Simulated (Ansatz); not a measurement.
**One shape, several levels: C2HCl2F (SMILES FC=C(Cl)Cl)**

Wanted: a comparison of 6 runs (HF/STO-3G, HF/6-31G*, B3LYP/6-31G*, wB97M-V/6-31G*, RPA@PBE/6-31G*, CCSD(T)/6-31G*) of C2HCl2F. 

The calculation is run with Ansatz 0.2.0.

66 further runs of the same task are left out: 66 set aside as unsound or not needed. Runs told in other sessions of the task aren't counted.

## Step 1: The molecule

The species is C2HCl2F (6 atoms), meant as a singlet with charge 0. As SMILES, `FC=C(Cl)Cl`. The C3–Cl5 distance was set to 3.080 Å, away from the relaxed value. At this shape a bond of the SMILES string is far longer than usual.

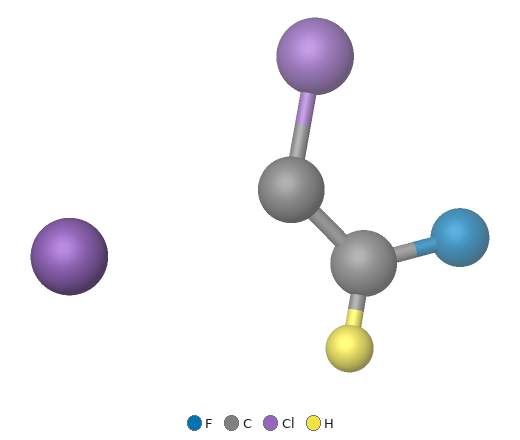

Viewed from a chosen angle; fluorine blue, carbon grey, chlorine purple, hydrogen yellow.

## Step 2: The energy at HF/STO-3G (run 1)

in.yaml

```yaml
basis:
  gaussian:
    orbitals: STO-3G
crystal:
  periodic: [false, false, false]
  atoms:
    - symbol: F
      position_ang: [0.385956, -2.774607, 1.374081]
    - symbol: C
      position_ang: [0.351266, -1.504777, 0.996591]
    - symbol: C
      position_ang: [-0.233394, -1.127077, -0.132449]
    - symbol: Cl
      position_ang: [-0.986604, -2.228237, -1.191569]
    - symbol: Cl
      position_ang: [-0.269610, 1.845290, -0.936840]
    - symbol: H
      position_ang: [0.832886, -0.815917, 1.677731]
accuracy: high
hamiltonian:
  xc: hf
output: {orbitals: {seedname: orbitals}}
```

Started as:

```
$ ansatz run in.yaml --threads 1 --pin off --max-ram 3480MiB --events-out events.jsonl --progress --plain --runs-dir runs
```

Output:

```text
Warning: RAYON_NUM_THREADS=1 ignored (pool sized by the plan → 1); use --threads N
Functional definition: HF
  name "HF"
  exchange = exact_x
  correlation = 0
637 factors; integrals over basis functions are off by at most 3.6e-8 eV
mean field evaluation 1: about -29443.4425 eV, gradient 3.2e1 eV
mean field evaluation 2: about -29443.5601 eV, gradient 3.2e1 eV
mean field evaluation 4: about -29450.0549 eV, gradient 9.0e0 eV
mean field evaluation 8: about -29450.5495 eV, gradient 1.9e-1 eV
mean field evaluation 16: about -29427.0873 eV, gradient 3.5e1 eV
mean field -29450.54998550 eV, -1082.2877496672 hartree, gradient 3.6e-8 eV, S^2 0.000000; 0 other end points of the search recorded, 0 dependent functions left out
reference -29450.54998550 eV, -1082.2877496672 hartree; 28, 28 occupied and 6, 6 virtual orbitals, 637 factors
Total energy: -29450.54998550 eV, -1082.2877496672 hartree
```

Run time: 0.41 s. Hardware: 1 thread of Arm Neoverse V1, shared host.

## Step 3: The energy at HF/6-31G(d) (spherical functions) (run 2)

in.yaml

```yaml
crystal:
  periodic: [false, false, false]
  atoms:
    - {symbol: F, position_ang: [0.385956, -2.774607, 1.374081]}
    - {symbol: C, position_ang: [0.351266, -1.504777, 0.996591]}
    - {symbol: C, position_ang: [-0.233394, -1.127077, -0.132449]}
    - {symbol: Cl, position_ang: [-0.986604, -2.228237, -1.191569]}
    - {symbol: Cl, position_ang: [-0.269610, 1.845290, -0.936840]}
    - {symbol: H, position_ang: [0.832886, -0.815917, 1.677731]}
basis:
  gaussian: {orbitals: 6-31G_st_-spherical.json}
magnetization: {spin_polarized: false}
hamiltonian: {xc: hf}
accuracy: high
output: {orbitals: {seedname: orbitals}}
```

The basis set 6-31G* is read from a file made from the Basis Set Exchange's data (not shown).

Started as:

```
$ ansatz run in.yaml --threads 1 --pin off --max-ram 3480MiB --events-out events.jsonl --progress --plain --runs-dir runs
```

Output:

```text
Warning: RAYON_NUM_THREADS=1 ignored (pool sized by the plan → 1); use --threads N
Functional definition: HF
  name "HF"
  exchange = exact_x
  correlation = 0
1691 factors; integrals over basis functions are off by at most 1.3e-8 eV
mean field evaluation 1: about -29777.4490 eV, gradient 3.5e1 eV
mean field evaluation 2: about -29777.5210 eV, gradient 3.5e1 eV
mean field evaluation 4: about -29782.1033 eV, gradient 5.2e0 eV
mean field evaluation 8: about -29782.2842 eV, gradient 8.6e-1 eV
mean field evaluation 16: about -29782.2917 eV, gradient 1.5e-8 eV
mean field -29782.29171489 eV, -1094.4790333598 hartree, gradient 9.4e-8 eV, S^2 0.000000; 0 other end points of the search recorded, 0 dependent functions left out
reference -29782.29171489 eV, -1094.4790333598 hartree; 28, 28 occupied and 52, 52 virtual orbitals, 1691 factors
Total energy: -29782.29171489 eV, -1094.4790333598 hartree
```

Wall time 2.6 s (1 thread of Arm Neoverse V1, shared host); peak memory 0.21 GiB.

Runs 3 to 5 aren't shown in full; the table further down has their settings and results.

## Step 4: A single-point energy at CCSD(T)/6-31G(d) (spherical functions) (run 6)

molecule.yaml

```yaml
crystal:
  periodic: [false, false, false]
  atoms:
    - symbol: F
      position_ang: [0.385956, -2.774607, 1.374081]
    - symbol: C
      position_ang: [0.351266, -1.504777, 0.996591]
    - symbol: C
      position_ang: [-0.233394, -1.127077, -0.132449]
    - symbol: Cl
      position_ang: [-0.986604, -2.228237, -1.191569]
    - symbol: Cl
      position_ang: [-0.269610, 1.845290, -0.936840]
    - symbol: H
      position_ang: [0.832886, -0.815917, 1.677731]
basis:
  gaussian:
    orbitals: 6-31G_st_-spherical.json
magnetization:
  spin_polarized: false
  initial_magnetization: 0
correlation:
  method: ccsd_t
  frozen_orbitals: {C: 1, Cl: 5, F: 1, H: 0}
accuracy: high
scf:
  omitted_lower_state_checks: [cluster_reference, increment]
```

The basis set 6-31G* is read from a file made from the Basis Set Exchange's data (not shown).

Started as:

```
$ ansatz run molecule.yaml --threads 1 --pin off --max-ram 3480MiB --events-out events.jsonl --progress --plain --runs-dir runs
```

Output:

```text
Warning: RAYON_NUM_THREADS=1 ignored (pool sized by the plan → 1); use --threads N
Functional definition: HF
  name "HF"
  exchange = exact_x
  correlation = 0
these checks for a lower state are left out or cut short: cluster_reference, increment
1691 factors; integrals over basis functions are off by at most 1.3e-8 eV
mean field evaluation 1: about -29777.4490 eV, gradient 3.5e1 eV
mean field evaluation 2: about -29777.5210 eV, gradient 3.5e1 eV
mean field evaluation 4: about -29782.1033 eV, gradient 5.2e0 eV
mean field evaluation 8: about -29782.2842 eV, gradient 8.6e-1 eV
mean field evaluation 16: about -29782.2917 eV, gradient 1.5e-8 eV
mean field -29782.29171489 eV, -1094.4790333598 hartree, gradient 9.4e-8 eV, S^2 0.000000; 1 other end points of the search recorded, 0 dependent functions left out; unrestricted orbitals would lower it
13 core orbitals not correlated: weight in the atoms' cores, before any rotation towards them, 1.000 or more for the frozen orbitals, at most 0.000 for the correlated occupied ones
reference -29782.29171489 eV, -1094.4790333598 hartree; 15, 15 occupied and 52, 52 virtual orbitals, 1691 factors
second order -19.24869105 eV of doubles, -0.00000000 eV of singles
cycle   1  -19.25363803 eV  change    -1.2e0 eV  update   1.7e-1
cycle   2  -19.98534397 eV  change   -7.3e-1 eV  update   7.6e-2
cycle   3  -20.10492669 eV  change   -1.2e-1 eV  update   6.3e-2
cycle   4  -20.31223304 eV  change   -2.1e-1 eV  update   3.8e-2
cycle   5  -20.49539043 eV  change   -1.8e-1 eV  update   3.2e-2
cycle   6  -20.45114077 eV  change    4.4e-2 eV  update   6.1e-3
cycle   7  -20.45382972 eV  change   -2.7e-3 eV  update   4.4e-3
cycle   8  -20.46344500 eV  change   -9.6e-3 eV  update   2.1e-3
cycle   9  -20.46187591 eV  change    1.6e-3 eV  update   7.1e-4
cycle  10  -20.46164908 eV  change    2.3e-4 eV  update   3.5e-4
cycle  11  -20.46239798 eV  change   -7.5e-4 eV  update   2.1e-4
cycle  12  -20.46219104 eV  change    2.1e-4 eV  update   1.5e-4
cycle  13  -20.46219792 eV  change   -6.9e-6 eV  update   1.3e-4
cycle  14  -20.46214247 eV  change    5.5e-5 eV  update   1.1e-4
cycle  15  -20.46226809 eV  change   -1.3e-4 eV  update   7.5e-5
cycle  16  -20.46227942 eV  change   -1.1e-5 eV  update   3.1e-5
cycle  17  -20.46225891 eV  change    2.1e-5 eV  update   1.1e-5
cycle  18  -20.46226350 eV  change   -4.6e-6 eV  update   5.1e-6
cycle  19  -20.46226259 eV  change    9.1e-7 eV  update   2.2e-6
cycle  20  -20.46226550 eV  change   -2.9e-6 eV  update   1.0e-6
cycle  21  -20.46226627 eV  change   -7.7e-7 eV  update   4.4e-7
cycle  22  -20.46226671 eV  change   -4.4e-7 eV  update   1.6e-7
cycle  23  -20.46226657 eV  change    1.5e-7 eV  update   1.1e-7
cycle  24  -20.46226644 eV  change    1.3e-7 eV  update   1.1e-7
cycle  25  -20.46226256 eV  change    3.9e-6 eV  update   9.9e-7
cycle  26  -20.46226184 eV  change    7.2e-7 eV  update   5.4e-7
cycle  27  -20.46226087 eV  change    9.7e-7 eV  update   3.0e-7
cycle  28  -20.46226009 eV  change    7.9e-7 eV  update   1.6e-7
cycle  29  -20.46225972 eV  change    3.7e-7 eV  update   4.8e-8
cycle  30  -20.46225982 eV  change   -1.0e-7 eV  update   3.5e-8
cycle  31  -20.46225990 eV  change   -7.7e-8 eV  update   1.8e-8
cycle  32  -20.46225991 eV  change   -7.1e-9 eV  update   8.2e-9
cycle  33  -20.46225991 eV  change   -3.7e-9 eV  update   4.9e-9
cycle  34  -20.46225991 eV  change    1.5e-9 eV  update   3.1e-9
cycle  35  -20.46225991 eV  change  -3.8e-10 eV  update   2.0e-9
perturbative correction -1.22416828 eV, -0.0449873546 hartree
WARN: these amplitudes may be one of several solutions (largest doubles amplitude 0.39, level shift 2.35 eV)
Total energy: -29803.97814308 eV, -1095.2759948962 hartree
Checks for a lower state left out: cluster_reference, increment
```

Wall time 25 s (1 thread of Arm Neoverse V1, shared host); peak memory 0.37 GiB.

## Step 5: The series

| run | level | frozen core orbitals | energy (Eh) | HOMO energy (eV) | LUMO energy (eV) | HOMO–LUMO gap (eV) | wall time |
| --- | --- | --- | --- | --- | --- | --- | --- |
| 1 | HF/STO-3G | – | -1082.287750 | -7.67 | -0.89 | 6.78 | 0.41 s |
| 2 | HF/6-31G* (spherical functions) | – | -1094.479033 | -10.33 | -2.86 | 7.47 | 2.6 s |
| 3 | B3LYP/6-31G* (spherical functions) | – | -1096.854201 | -7.86 | -5.94 | 1.92 | 8.7 s |
| 4 | wB97M-V/6-31G* (spherical functions) | – | -1096.712386 | -10.35 | -3.96 | 6.39 | 96 s |
| 5 | RPA@PBE/6-31G* (spherical functions) | 13 | -1095.545320 | – | – | – | 19 s |
| 6 | CCSD(T)/6-31G* (spherical functions) | 13 | -1095.275995 | – | – | – | 25 s |

## Step 6: Outcome

```
                                           quantity           value
                                run 6: total energy  -1095.27599 Eh
run 6: correlation energy (13 core orbitals frozen)      -797.0 mEh
                              run 6: (T) correction      -44.99 mEh
                               run 6: T1 diagnostic           0.039
```

In words: Over runs 1, 2, 3, 4 the HOMO–LUMO gap runs from 1.92 eV (B3LYP/6-31G*) to 7.47 eV (HF/6-31G*). Exact exchange widens orbital gaps. Totals of different functionals can't be ranked against each other. In run 6 the T1 diagnostic is large, so a single reference may not serve. In runs 5, 6 the log says that unrestricted orbitals would lower the reference, so the values rest on an unstable closed-shell determinant (other closed-shell runs at this shape may share the fault). In run 1 the basis is minimal, so the values are rough. In all runs a closed-shell determinant meets a far-stretched bond; if it breaks into open shells, such a determinant describes it badly, and no broken-symmetry solution was shown. All runs together took 2.5 min, the longest 96 s.
